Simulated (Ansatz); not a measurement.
A series of calculations on BBrF₂ and related structures

Part 1: Relaxation

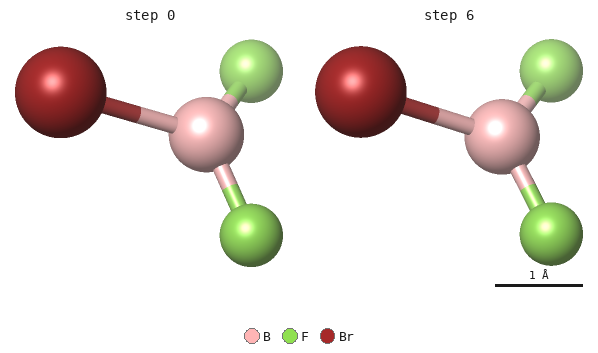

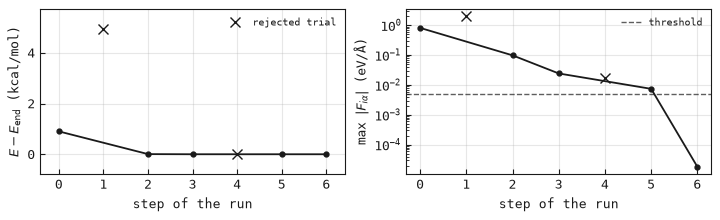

First and last geometry of a relaxation of BBrF₂, with the history of the run. Style: ball-and-stick. Shown at a tilt.

It is one of the separated products of a reaction.

Computed with RKS PBE0-D4/def2-TZVP in Ansatz. Settings: force threshold 0.005 eV/Å; at most 200 steps.

**What do the curves and the structures tell?**

It converged. The largest move after the best rigid fit is that of the B atom, 0.060 Å. Largest moves by element: B 0.060 Å, F 0.023 Å, Br 0.017 Å. Among the contacts that change: B–Br 1.919 → 1.903 Å. Over 4 accepted moves (6 points after the start) the energy falls by 0.90 kcal/mol. Largest force component: 0.81 eV/Å at the start, under 0.0001 eV/Å at the end. The line search rejected the trial steps at points 1, 4 of the run.

Part 2: Relaxation

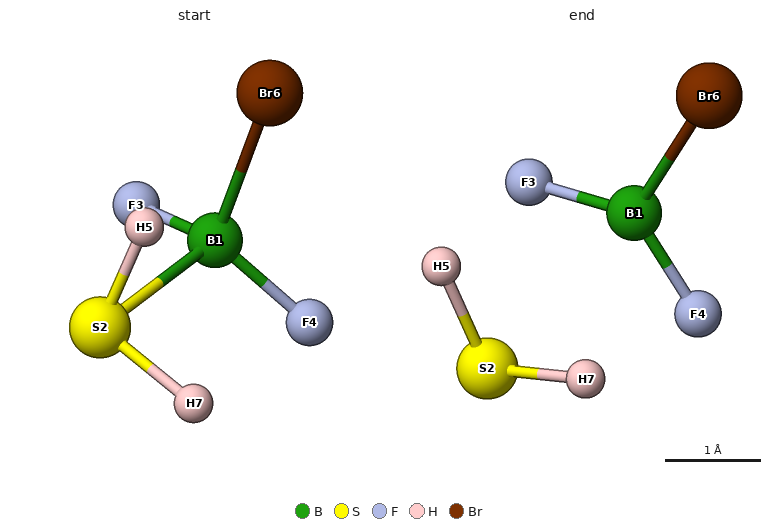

The structure of BH2SBrF2 (started from a transition state, displaced along its imaginary mode) before (left) and after (right) a relaxation, at one scale.

A ball-and-stick model, seen from a free direction.

Computed with RKS PBE0-D4/def2-TZVP (Ansatz 0.2.0).

The input:
```yaml
crystal:
  periodic: [false, false, false]
  atoms:
    - {symbol: B, position_ang: [-0.701588, -0.287772, -0.223939]}
    - {symbol: S, position_ang: [1.288326, 0.265778, -0.519603]}
    - {symbol: F, position_ang: [-0.931861, -1.326375, -1.066129]}
    - {symbol: F, position_ang: [-1.479826, 0.812987, -0.406197]}
    - {symbol: H, position_ang: [1.181442, -0.178085, 0.656410]}
    - {symbol: Br, position_ang: [-0.439883, -0.843327, 1.739105]}
    - {symbol: H, position_ang: [1.083388, 1.556694, -0.179546]}
basis:
  gaussian: {orbitals: def2-TZVP}
hamiltonian: {xc: pbe0, dispersion: d4}
relax: {f_tol: 0.005, max_steps: 200}
```

### Summarise the run.

The largest move after the best rigid fit is that of H5, 1.09 Å. By element the largest moves are H 1.09 Å, Br 0.64 Å, B 0.56 Å, S 0.47 Å, F 0.40 Å. Among the contacts that change: H5–Br6 2.060 → 3.607 Å, B1–S2 2.087 → 2.978 Å, S2–Br6 3.053 → 3.769 Å, B1–Br6 2.057 → 1.919 Å. Bonds break, among them: B1–S2 (2.09 → 2.98 Å). Among the angles between lasting bonds that change: F3–B1–Br6 114.0° → 119.7°, F4–B1–Br6 114.8° → 119.7°, F3–B1–F4 116.0° → 119.8°. After 27 accepted moves (32 points after the start) the energy has fallen by 66.6 kJ/mol. Largest force component: 3.6 eV/Å at the start, 0.0027 eV/Å at the end. The line search rejected the trial steps at points 8, 26, 27, 29, 31 of the run. The forces were under the threshold at step 25, but the run went on from there. The run took about 7 core-minutes on a shared host.

Part 3: Reaction

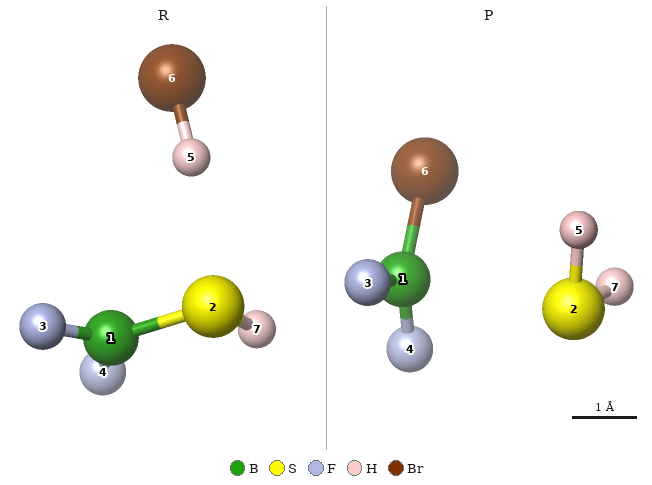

Reactant (R) and product (P) of one elementary step of BH2SBrF2. The picture is a ball-and-stick view, seen face on.

Stationary points at PBE0-D4/def2-TZVP, single-point energies with CCSD(T)/CBS, PBE-D4, PBE0-D4, wB97M-V (def2-TZVPP where no basis is named; Ansatz 0.2.0). The energies are electronic, without zero-point or thermal terms, and both ends are the minima reached downhill from the saddle, with any fragments still in contact. CCSD(T)/CBS stands for a frozen-core estimate: MP2 correlation extrapolated from def2-TZVPP and def2-QZVPP, CCSD(T) minus MP2 from the smaller set.

**What is the transition state like, and how high is the barrier?**

Counted by bonded pieces, R holds BHSF₂ + HBr and P holds BBrF₂ + H₂S. From R over the saddle to P, bonds form: B1–Br6 (4.26 → 2.38 → 1.92 Å), S2–H5 (2.49 → 1.64 → 1.34 Å). Bonds break: B1–S2 (1.81 → 1.96 → 2.98 Å), H5–Br6 (1.43 → 1.70 → 3.61 Å). The saddle has one imaginary mode, 740i cm⁻¹. With CCSD(T)/CBS the barrier is 0.91 eV from R and 1.01 eV from P, and P lies 0.10 eV below R.

```tsv
level	barrier from R (eV)	barrier from P (eV)	P less R (eV)
CCSD(T)/CBS	0.91	1.01	−0.10
PBE-D4	0.54	0.59	−0.05
PBE0-D4	0.70	0.77	−0.07
wB97M-V	0.88	1.01	−0.13
```

Against CCSD(T)/CBS, wB97M-V comes closest on the barrier from R (−0.03 eV) and PBE-D4 misses most (−0.37 eV).

The saddle point in the same view, with dashed sticks for the bonds that form or break:

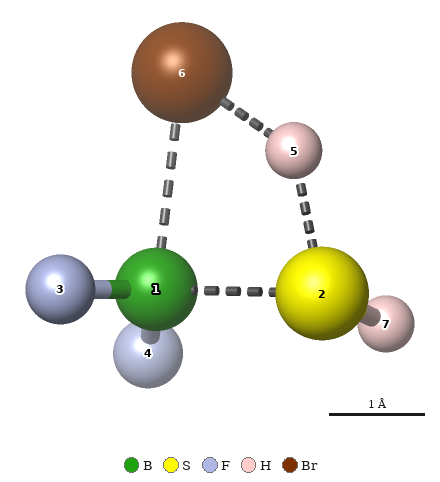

Limits of the set-up: the start holds two separate molecules, 2.5 Å apart at their closest, whose relative position is a soft coordinate.
